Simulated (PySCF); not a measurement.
## C3Cl3F3 (charge −1): EPR calculation

C3Cl3F3, charge −1, multiplicity 2, computed with UKS B3LYP, pcH-1 on C Cl F, non-relativistic, mean-field spin-orbit, GIAO (PySCF 2.14.0).

It belongs to a series of runs on one base structure; here: electron added.

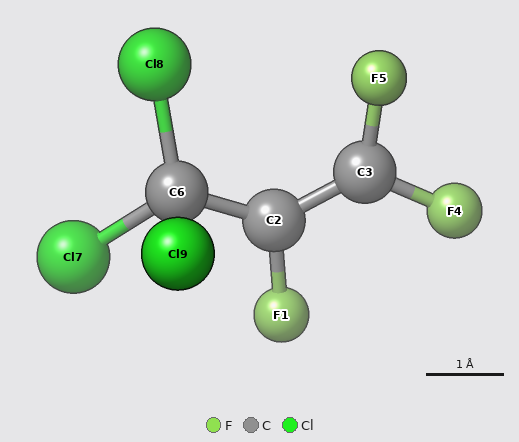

Figure 1. The structure (ball-and-stick view, seen at a tilt; atoms are numbered from 1 in the order of the input). Sticks are drawn by distance; a stretched bond gets none, so the picture shows separate pieces. Bond lengths as drawn: C–C 1.36 to 1.41 Å, C–Cl 1.72 Å and C–F 1.34 to 1.36 Å.

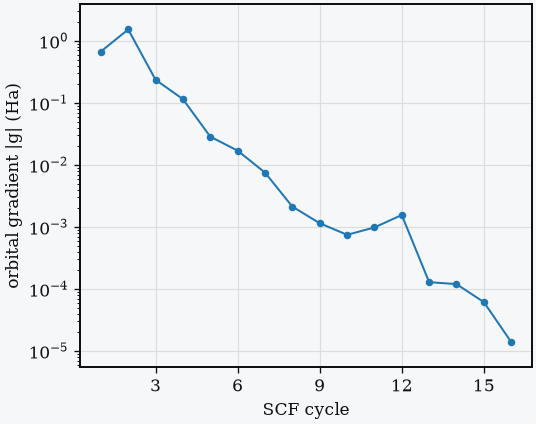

Figure 2. Convergence of the self-consistent field: orbital gradient |g| against the SCF cycle. All cycles printed in the log are drawn one after another.

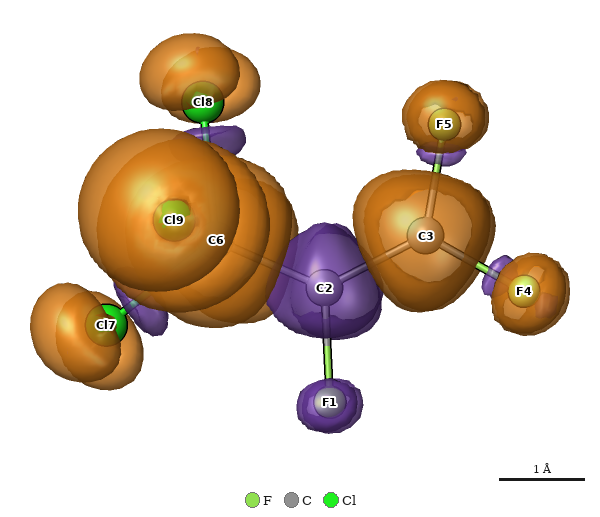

Figure 3. Isosurfaces of the spin density (α minus β) at +0.01 (orange) and −0.01 e/Å³ (purple), seen face on. The unpaired spin (1 electron) lies mostly on C6 (about 0.3), Cl9 (about 0.3) and C3 (about 0.2), in electrons by Hirshfeld's partition.

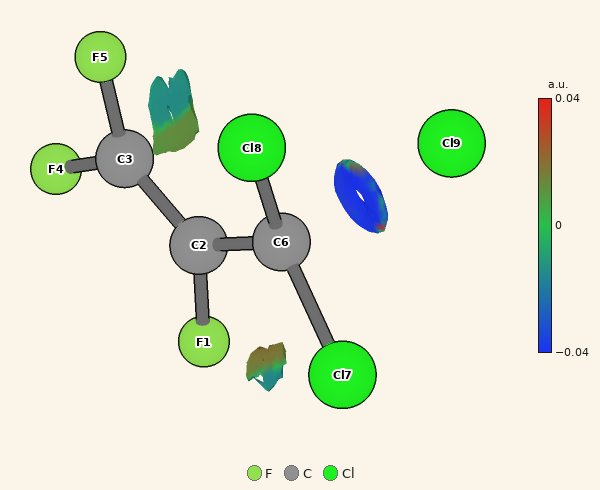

Figure 4. Non-covalent interaction (NCI) plot: the surface where the reduced density gradient is 0.4, for densities under 0.05 a.u., coloured by sign(λ₂)ρ; seen at an oblique angle.

The input and output of the run follow.

The input
```
{"job": {"kind": "epr", "basis": "pcH-1"}, "charge": -1, "multiplicity": 2}
F      0.475619    -1.697744    -0.618691
C      0.291495    -0.388150    -0.301166
C      1.410075     0.243030     0.141238
F      2.621737    -0.344459     0.188118
F      1.517597     1.533020     0.482094
C     -1.042148     0.075909    -0.298388
Cl    -2.184250    -0.838239    -1.205332
Cl    -1.288377     1.775536    -0.384485
Cl    -1.788186    -0.352908     1.971432
```

The first line tells a small driver script what to run in PySCF; the rest is the geometry in Å.

Launched with:
```bash
OMP_NUM_THREADS=1 python <driver script> task.json out
```

Output
```
UKS, coarse grid
  cycle   1  E = -1794.25253432  |g| = 6.73e-01
  cycle   2  E = -1793.20098036  |g| = 1.53e+00
  cycle   3  E = -1794.41186298  |g| = 2.36e-01
  cycle   4  E = -1794.43575049  |g| = 1.15e-01
  cycle   5  E = -1794.44098537  |g| = 2.86e-02
  cycle   6  E = -1794.44130343  |g| = 1.70e-02
  cycle   7  E = -1794.44145898  |g| = 7.53e-03
  cycle   8  E = -1794.44149874  |g| = 2.13e-03
  cycle   9  E = -1794.44150189  |g| = 1.15e-03
  cycle  10  E = -1794.44150369  |g| = 7.48e-04
UKS, final grid
  cycle   1  E = -1794.44154699  |g| = 9.83e-04
  cycle   2  E = -1794.44154657  |g| = 1.56e-03
  cycle   3  E = -1794.44154753  |g| = 1.29e-04
  cycle   4  E = -1794.44154757  |g| = 1.20e-04
  cycle   5  E = -1794.44154759  |g| = 6.15e-05
  cycle   6  E = -1794.44154760  |g| = 1.40e-05
E = -1794.44154760 Eh   <S^2> = 0.7659 (exact 0.7500)
g shifts (ppm)      1          2          3
  rmc          -255       -255       -255
  gc              1         52         51
  oz_so        -933      17976      21285
  total       -1188      17773      21081
hyperfine (MHz)  atom isotope    a_iso     a_fc   dipolar eigenvalues
    0   19F     -20.04     -19.96    -50.79     17.09     33.71
    1   13C     -42.44     -42.45    -21.09      8.21     12.88
    2   13C      44.41      44.42    -35.86    -34.18     70.04
    3   19F      52.91      52.90    -90.02    -70.26    160.29
    4   19F      55.04      54.84    -90.59    -68.03    158.62
    5   13C     272.74     272.41    -49.82    -48.92     98.74
    6  35Cl      -0.66      -0.59    -11.87     -3.80     15.67
    7  35Cl      -0.83      -0.77    -10.83     -2.93     13.77
    8  35Cl      62.12      59.23    -50.02    -49.35     99.37
```

Summary

```csv
quantity,value
outcome,converged
total energy,−1794.441548 hartree
⟨S²⟩,0.766
isotropic g,2.0149
hardware,"1 CPU thread, shared host"
wall time,83 s
peak memory,1.1 GiB
```
